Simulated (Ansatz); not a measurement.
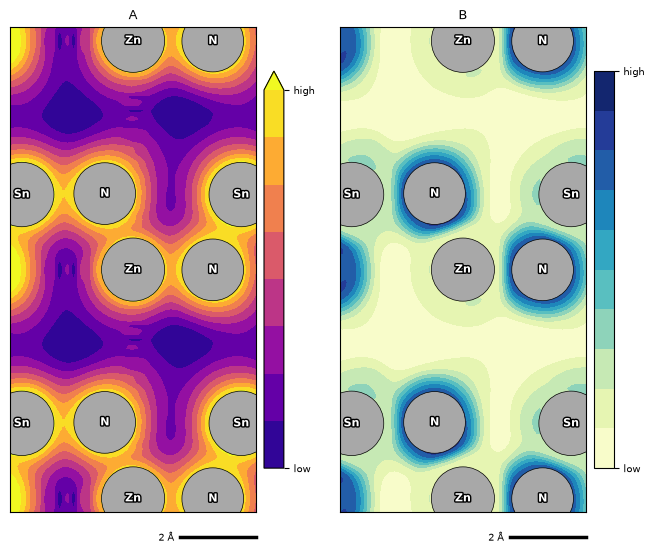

ZnSn2N3: 2 fields on the (110) plane of the conventional cell, with unlabelled colour scales. Grey discs cover the atomic cores.

Space group Cmc2₁; a generated structure, not necessarily the stable one.

Level of theory: Ansatz 0.2.0, DFT PBE, scalar-relativistic, plane waves, PAW.

```cif
data_structure
_symmetry_space_group_name_H-M 'P 1'
_symmetry_Int_Tables_number 1
_cell_length_a 10.4136
_cell_length_b 6.0177
_cell_length_c 5.7700
_cell_angle_alpha 90.000
_cell_angle_beta 90.000
_cell_angle_gamma 90.000
_cell_volume 361.59
loop_
_atom_site_label
_atom_site_type_symbol
_atom_site_fract_x
_atom_site_fract_y
_atom_site_fract_z
_atom_site_occupancy
Zn1 Zn 0.00000 0.66040 0.00835 1
Zn2 Zn 0.50000 0.16040 0.00835 1
Zn3 Zn 0.00000 0.33960 0.50835 1
Zn4 Zn 0.50000 0.83960 0.50835 1
Sn1 Sn 0.33697 0.67243 0.00109 1
Sn2 Sn 0.83697 0.17243 0.00109 1
Sn3 Sn 0.16303 0.17243 0.00109 1
Sn4 Sn 0.66303 0.67243 0.00109 1
Sn5 Sn 0.16303 0.82757 0.50109 1
Sn6 Sn 0.66303 0.32757 0.50109 1
Sn7 Sn 0.33697 0.32757 0.50109 1
Sn8 Sn 0.83697 0.82757 0.50109 1
N1 N 0.33595 0.66744 0.37911 1
N2 N 0.83595 0.16744 0.37911 1
N3 N 0.16405 0.16744 0.37911 1
N4 N 0.66405 0.66744 0.37911 1
N5 N 0.00000 0.34184 0.87126 1
N6 N 0.50000 0.84184 0.87126 1
N7 N 0.16405 0.83256 0.87911 1
N8 N 0.66405 0.33256 0.87911 1
N9 N 0.33595 0.33256 0.87911 1
N10 N 0.83595 0.83256 0.87911 1
N11 N 0.00000 0.65816 0.37126 1
N12 N 0.50000 0.15816 0.37126 1
```

The panels show electron localisation function and valence pseudo-density in some order. Assign them.

Answer. Panel A: valence pseudo-density. Panel B: electron localisation function. From the grid: Zn–N (2.09 Å): ρ at the midpoint is about 0.5 e/Å³; the ELF peaks at about 0.85 in the valence shell of N, 0.7 Å from its nucleus, and is about 0.30 at the midpoint. Sn–N (2.12 Å): ρ is about 0.67 e/Å³ halfway; the ELF peaks at about 0.80 in the valence shell of N, 0.7 Å from its nucleus, and is about 0.35 at the midpoint.
